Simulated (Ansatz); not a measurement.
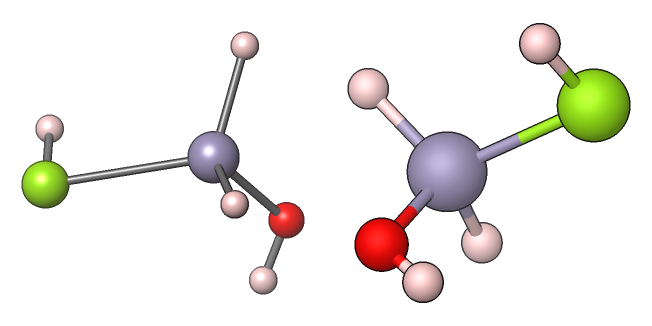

The same structure drawn twice, from different directions. Colours: oxygen red, tin purple, selenium green, hydrogen pink.

Computed geometry: PBE0-D4/def2-TZVP optimisation.

What is the molecular formula?

Answer. H4OSeSn, 7 atoms: 4 hydrogen, 1 oxygen, 1 selenium and 1 tin.

What is its SMILES?

Answer. [OH][SnH2][SeH]

The parts below concern this one geometry. Atoms keep their numbers from picture to picture.

Shape

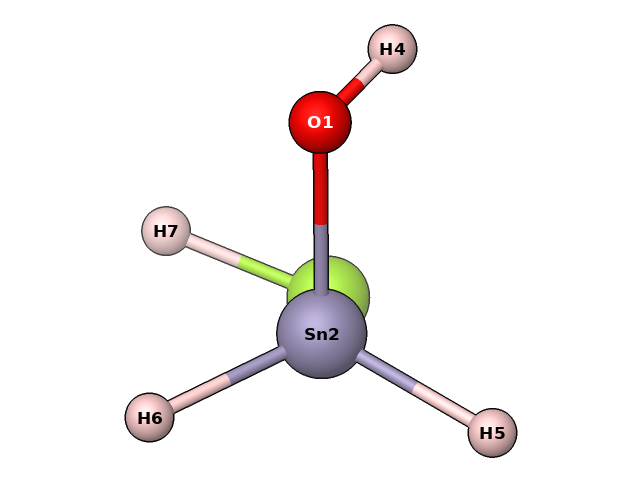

Se3 lies behind Sn2. The molecule seen nearly along the Sn2–Se3 bond, Sn2 in front. Atoms fade into the background with distance from the viewer.

What is the torsion angle O1–Sn2–Se3–H7? The sign is positive where the front bond must turn clockwise to cover the back bond.

Answer. −68°, synclinal (gauche).

Levels of theory compared

Program: Ansatz 0.2.0.

At this fixed geometry, give dipole (D) at these levels: B3LYP-D4/def2-TZVPP; PBE-D4/def2-TZVPP; PBE0-D4/def2-TZVP; r2SCAN-D4/def2-TZVPP; ωB97M-V/def2-TZVPP.

```
               level  dipole (D)
 B3LYP-D4/def2-TZVPP        0.74
   PBE-D4/def2-TZVPP        0.62
   PBE0-D4/def2-TZVP        0.72
r2SCAN-D4/def2-TZVPP        0.64
  ωB97M-V/def2-TZVPP        0.76
```

Thermal motion

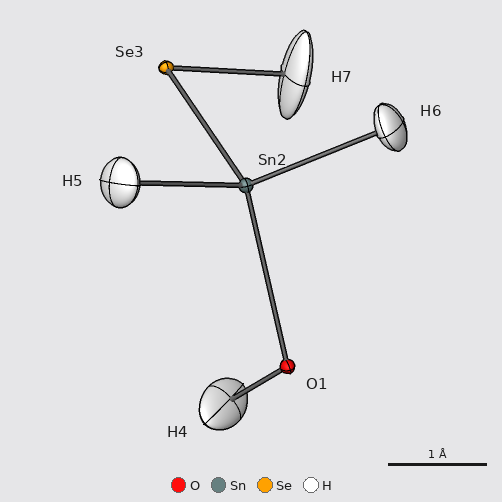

Displacement ellipsoids at the 50 % level, from the internal vibrations of the free molecule (harmonic, no overall translation or rotation; no half-axis is drawn under 0.075 Å). Vibrations computed with RKS PBE0-D4/def2-TZVP, core potentials on Sn (Ansatz 0.2.0). Temperature: 0 K (zero-point motion alone).

Which atom moves most?

Answer. H7, with U_eq = 0.0454 Å².

Does H4 move more along its bond or across it?

Answer. Across it: the root-mean-square amplitude is 0.082 Å along the bond and up to 0.313 Å across, since bending and torsion are softer than stretching.

List U_eq and the three principal root-mean-square amplitudes for each kind of atom.

```json
{"atom": "O1", "U_eq (Å²)": "0.0027", "rms amplitudes (Å)": "0.028, 0.038, 0.076"}
{"atom": "Sn2", "U_eq (Å²)": "0.00015", "rms amplitudes (Å)": "0.005, 0.011, 0.017"}
{"atom": "Se3", "U_eq (Å²)": "0.00026", "rms amplitudes (Å)": "0.004, 0.013, 0.024"}
{"atom": "H4", "U_eq (Å²)": "0.0423", "rms amplitudes (Å)": "0.078, 0.152, 0.313"}
{"atom": "H5", "U_eq (Å²)": "0.0232", "rms amplitudes (Å)": "0.093, 0.167, 0.182"}
{"atom": "H6", "U_eq (Å²)": "0.0232", "rms amplitudes (Å)": "0.092, 0.167, 0.182"}
{"atom": "H7", "U_eq (Å²)": "0.0454", "rms amplitudes (Å)": "0.082, 0.169, 0.318"}
```

Charges

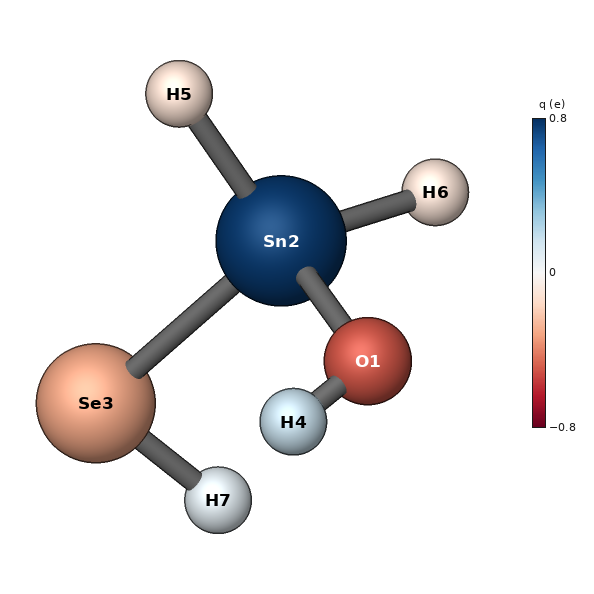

Atoms are coloured by their Mulliken charges. Method: RKS PBE-D4/def2-TZVPP, core potentials on Sn (Ansatz 0.2.0).

Which atom carries the highest charge (most positive or least negative)?

Answer. Sn2 (0.76 e).

And the lowest?

Answer. O1 (−0.50 e).

Give the Mulliken charges atom by atom.

```json
{"atom": "O1", "value (e)": "−0.50"}
{"atom": "Sn2", "value (e)": "0.76"}
{"atom": "Se3", "value (e)": "−0.30"}
{"atom": "H4", "value (e)": "0.18"}
{"atom": "H5", "value (e)": "−0.12"}
{"atom": "H6", "value (e)": "−0.10"}
{"atom": "H7", "value (e)": "0.08"}
```

Mulliken values depend strongly on the basis set and can even reverse the polarity of a bond.
